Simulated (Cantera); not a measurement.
Input: 1 mol SiC, a varied amount of H₂O, 400 mol H₂, 0.32 mol N₂O, equilibrated at 1152 °C and 6.50e-6 bar.

Cantera equilibrium calculation (NASA polynomials, part measured and part estimated; ideal gas, pure solids and liquids). Candidate condensed phases: C, C₆H₆, C₇H₈, C₈H₁₈, H₂O, Si, SiC, SiO₂, Si₂N₂O, Si₃N₄; 151 gas species. Equilibrium is a limit: real reactors are often held back by kinetics, nucleation or transport.

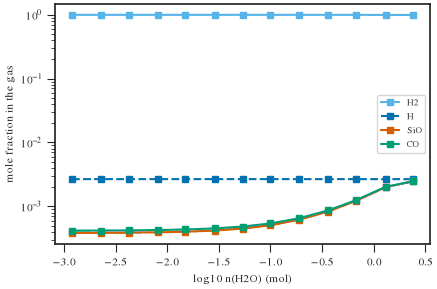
Figure. Equilibrium gas composition (values under 1e-9 drawn at 1e-9)

Task: Read off the mole fractions at 1.3 mol H₂O.

Result: H₂ about 0.99, H about 0.0027, CO about 0.0020, SiO about 0.0020.
